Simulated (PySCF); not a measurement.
F4H2Si2 (SMILES F[SiH2][Si](F)(F)F)

```yaml
atoms:
  - { symbol: F, position_ang: [-1.7574, -1.4264, 0.0660] }
  - { symbol: Si, position_ang: [-1.1833, 0.0655, -0.0965] }
  - { symbol: Si, position_ang: [1.0827, -0.0088, 0.0759] }
  - { symbol: F, position_ang: [1.7188, -0.5131, 1.4431] }
  - { symbol: F, position_ang: [1.8929, -0.8547, -0.9995] }
  - { symbol: F, position_ang: [1.7196, 1.4414, -0.0816] }
  - { symbol: H, position_ang: [-1.8182, 0.8163, 0.9816] }
  - { symbol: H, position_ang: [-1.6461, 0.4893, -1.4137] }
```

Geometry: GFN2-xTB.

Computed with wB97X-D/def2-SVPD, SCF density, gas phase in PySCF 2.14.0.

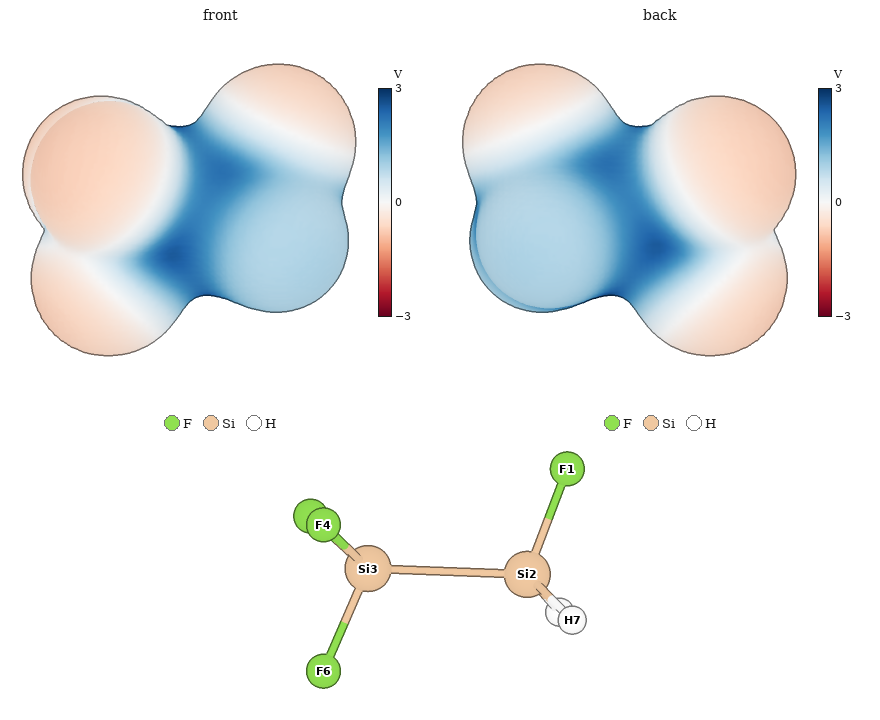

Figure 1. The electrostatic potential painted on the density surface at 0.002 e/bohr³, seen from the front and from behind; the colour scale runs from red (negative) to blue (positive). The bare structure is drawn below in the same view.

Which sites attract a positive test charge, and which a negative one?

Answer. A positive charge is drawn to the negative regions and a negative charge to the positive ones. The most negative region (about −0.7 V) lies over F4, F5 and F6, the most positive (about +2.8 V) over Si2.

How polar is the molecule by this calculation?

Answer. Its dipole moment is 2.71 D.

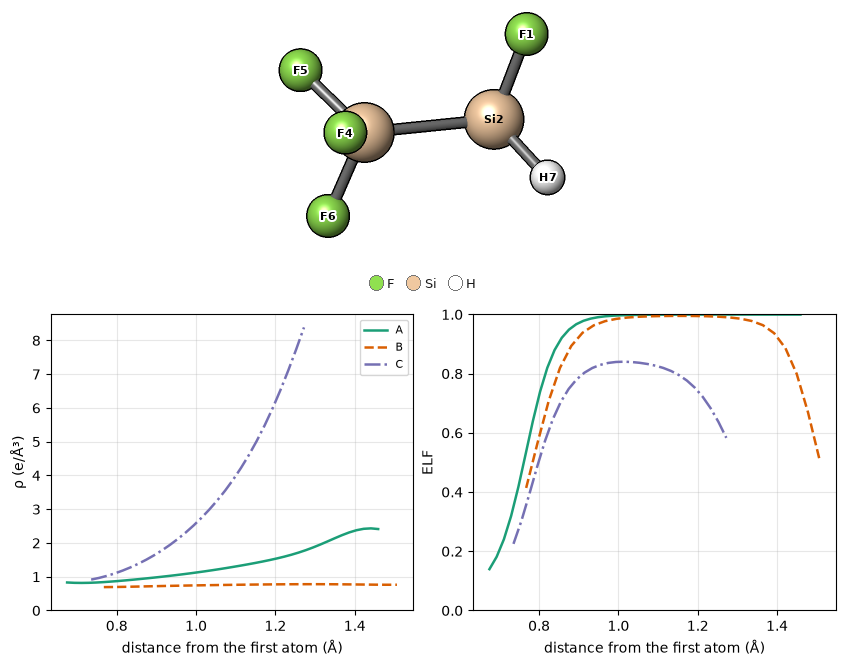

Figure 2. Total electron density and electron localisation function along straight lines between neighbouring atoms. The curves leave out the atomic cores. The structure is drawn too.

Which curve belongs to which contact (Si–F, Si–H and Si–Si)? The first atom named is at distance zero.

Answer. Curve A: Si–H (1.46 Å): ρ at the midpoint is about 0.82 e/Å³; the ELF climbs to about 1 towards the hydrogen, as it does in any bond to H. Curve B: Si–Si (2.27 Å): ρ at the midpoint is about 0.77 e/Å³; the ELF peaks at about 1 between the atoms, as expected for localised, covalent bonding. Curve C: Si–F (1.59 Å): ρ at the midpoint is about 1.1 e/Å³; the ELF peaks at about 0.85 in the valence shell of F, 0.6 Å from its nucleus, and is about 0.50 at the midpoint.
